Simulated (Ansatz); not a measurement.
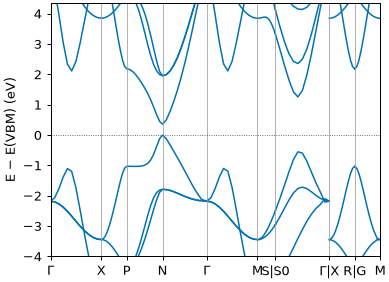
Figure. Band structure from the program Ansatz at the PBE+D3(BJ) level (PAW)

Q: Read off the gap and where the band edges lie.

A: About 0.4 eV (0.36 eV by a search for the band edges); maximum at N, minimum at N.

The material is PbS (rock salt, Fm-3m).

The cell was relaxed with PBE+D3(BJ) under the symmetry of its start; of distortions, only those at the zone centre were tested. Scalar-relativistic: spin–orbit coupling is off unless named, which matters more the heavier the elements.

Potentials: the later of the program's two PAW sets.
